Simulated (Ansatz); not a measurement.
The calculation's input:

```
crystal:
  periodic: [false, false, false]
  atoms:
    - { symbol: Ti, position_ang: [0.0, 0.0, 0.0] }
    - { symbol: F, position_ang: [0.0, 0.0, 2.18] }
    - { symbol: Cl, position_ang: [2.2349, 0.0, -0.7892] }
    - { symbol: Cl, position_ang: [-1.1163, 1.9339, -0.7892] }
    - { symbol: Cl, position_ang: [-1.1163, -1.9339, -0.7892] }
    - { symbol: O, position_ang: [-2.1067, 0.0, 0.7] }
    - { symbol: H, position_ang: [-2.6519, -0.6297, 0.1286] }
    - { symbol: H, position_ang: [-1.2576, 0.0, 1.8464] }
basis:
  gaussian: { orbitals: def2-SVP }
hamiltonian:
  xc: b3lyp
  dispersion: d4
relax:
  f_tol: 0.15
  max_steps: 25
  restrain:
    - { distance: [0, 5], at: 1.92, k: 30.0 }
    - { distance: [7, 1], at: 0.92, k: 30.0 }
    - { distance: [0, 1], at: 3.03, k: 30.0 }
    - { distance: [7, 5], at: 2.21, k: 30.0 }
output:
  orbitals: {}
```

Run with:

```sh
ansatz run input.yaml --threads 4 --pin off --max-ram 5120MiB --backend cpu --events-out ev --progress --plain --runs-dir out
```

The fields are those of the run's last geometry, not of the input's.

Not at a stationary point (largest force 1.8 eV/Å).

These are results of RKS B3LYP-D4/def2-SVP in Ansatz 0.2.0, not measurements.

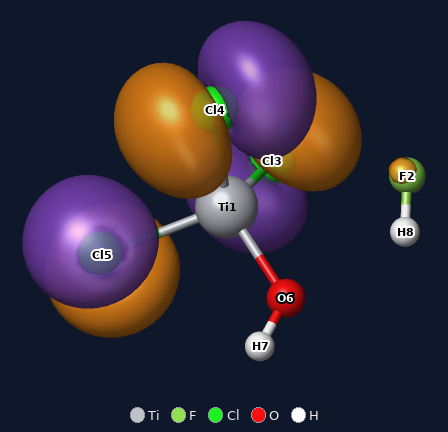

Cl3HOTi···HF. One frontier orbital at ±0.08 Å⁻³ᐟ² (orange and purple are the two phases), seen at an oblique angle.

**Which orbital is it: HOMO or LUMO?**

The HOMO, at −8.81 eV. Its weight (Hirshfeld) is mainly on Cl4 (about 35 %), Cl5 (about 30 %) and Cl3 (about 30 %); largely a combination of lone pairs on Cl4, Cl5 and Cl3.
